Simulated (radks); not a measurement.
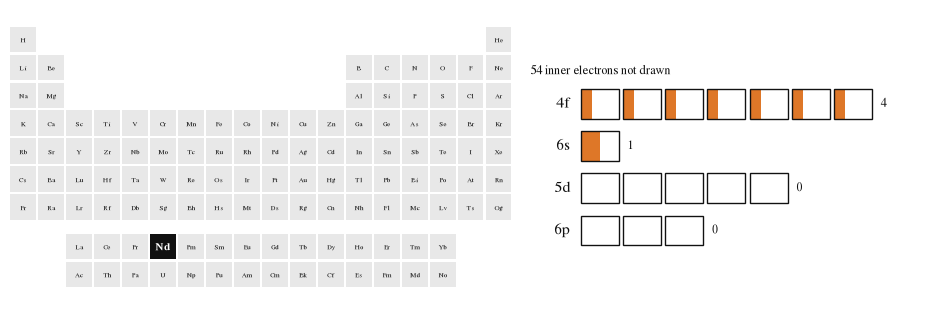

*Left, the place of neodymium in the periodic table; right, the outer shells as the input fills them: a box for each of the 2l + 1 orbitals, shaded by the share of the shell that is filled, with the electron count at the right.*

# Atomic calculation, with input and output: Nd⁺

System: the neodymium ion Nd⁺ in the configuration [Xe] 4f4 6s1 (open shells shared over both j by 2j + 1).
Method: Dirac Kohn-Sham, PBE, spin-unpolarised, spherical densities, finite nucleus (the in-house radial solver radks).

## Results in brief

| quantity | value |
| --- | --- |
| outcome | converged |
| total energy | −9629.1363 hartree |
| kinetic energy | 10383.2405 hartree |
| electron–nucleus energy | −23513.7158 hartree |
| Hartree energy | 3724.3032 hartree |
| exchange–correlation energy | −222.964275 hartree |
| radius at density 0.001 e/bohr³ | 4.60 bohr |
| SCF iterations | 15 |
| hardware | 1 CPU thread, shared host |

## The input
```
Z 60
configuration [Xe] 4f4 6s1 5d0 6p0
relativity Dirac
functional pbe,pbe
spin unpolarised
j_filling average
nucleus finite rms 4.9123 fm
c 137.035999084
```

Energies in input and log are in hartree, lengths in bohr (the nuclear radius in fm).

## Output
```
1s1/2   1   2.0000       -1593.57283512
2s1/2   1   2.0000        -257.82190428
2p1/2   1   2.0000        -243.93701083
2p3/2   1   4.0000        -224.82514394
3s1/2   1   2.0000         -56.10401442
3p1/2   1   2.0000         -50.17242175
3p3/2   1   4.0000         -46.35705287
3d3/2   1   4.0000         -36.02522986
3d5/2   1   6.0000         -35.20050147
4s1/2   1   2.0000         -11.33003482
4p1/2   1   2.0000          -9.09120908
4p3/2   1   4.0000          -8.26419841
4d3/2   1   4.0000          -4.58484779
4d5/2   1   6.0000          -4.43875246
4f5/2   1   1.7143          -0.28928340
4f7/2   1   2.2857          -0.27439298
5s1/2   1   2.0000          -1.70382696
5p1/2   1   2.0000          -1.10797804
5p3/2   1   4.0000          -0.99672340
6s1/2   1   1.0000          -0.30118011
5d3/2   1   0.0000          -0.27333341
5d5/2   1   0.0000          -0.26561883
6p1/2   1   0.0000          -0.19992102
6p3/2   1   0.0000          -0.18934957
Etot -9629.13630414171
Ekin 10383.240509017467
Encl -23513.715752720305
Eh 3724.3032147685008
Exc -222.9642752073732
err 9.260127816255083e-09
it 15
```

## Orbitals

```csv
orbital,occupation,energy (eV),⟨r⟩ (bohr),outer maximum (bohr)
1s,2,−43363.3,0.02363,0.0151
2s,2,−7015.7,0.1005,0.0857
2p1/2,2,−6637.9,0.08422,0.0651
2p3/2,4,−6117.8,0.09063,0.0705
3s,2,−1526.7,0.2659,0.244
3p1/2,2,−1365.3,0.2556,0.231
3p3/2,4,−1261.4,0.2681,0.243
3d3/2,4,−980.296,0.2394,0.194
3d5/2,6,−957.854,0.2433,0.197
4s,2,−308.306,0.6073,0.566
4p1/2,2,−247.384,0.6238,0.573
4p3/2,4,−224.880,0.6520,0.598
4d3/2,4,−124.760,0.7014,0.614
4d5/2,6,−120.785,0.7115,0.622
5s,2,−46.363,1.474,1.32
5p1/2,2,−30.150,1.663,1.45
5p3/2,4,−27.122,1.753,1.52
6s,1,−8.196,4.022,3.55
4f5/2,1.714,−7.872,1.096,0.660
4f7/2,2.286,−7.467,1.116,0.665
5d3/2,0,−7.438,2.837,2.14
5d5/2,0,−7.228,2.899,2.18
6p1/2,0,−5.440,4.951,4.34
6p3/2,0,−5.152,5.162,4.54
```

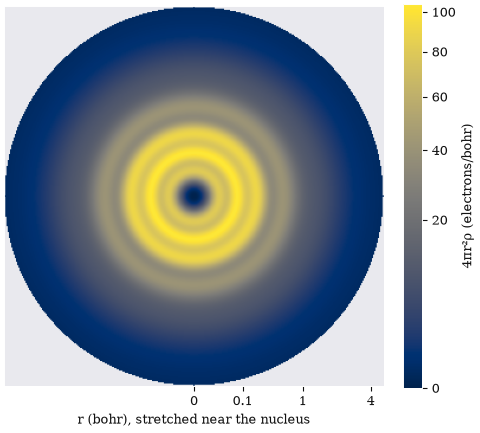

*The radial density 4πr²ρ as a disc about the nucleus, with the radius drawn as r to the power 0.35.*

There are 4 maxima, at r = 0.0166, 0.0728, 0.204 and 0.569 bohr, parted by minima at 0.0319, 0.135 and 0.413 bohr, inside which lie 2.0, 11.2 and 29.2 electrons. The configuration has 6 principal shells, so not every shell has a maximum of its own.

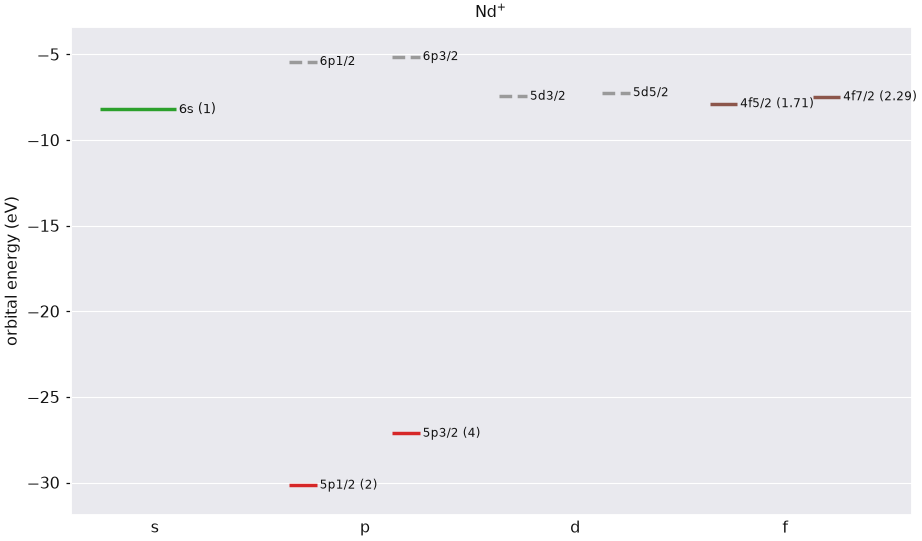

*The outer levels are drawn (occupations in brackets, the lower j at the left of each column, empty levels dashed).*

The highest occupied level is 4f7/2 at −7.47 eV. From the top down the occupied levels run 4f7/2 (−7.47 eV), 4f5/2 (−7.87 eV), 6s (−8.20 eV), 5p3/2 (−27.1 eV), 5p1/2 (−30.1 eV). The lowest empty level drawn is 5d3/2 at −7.44 eV. Spin-orbit splittings: 6p 0.288 eV, 5d 0.210 eV, 4f 0.405 eV, 5p 3.03 eV.
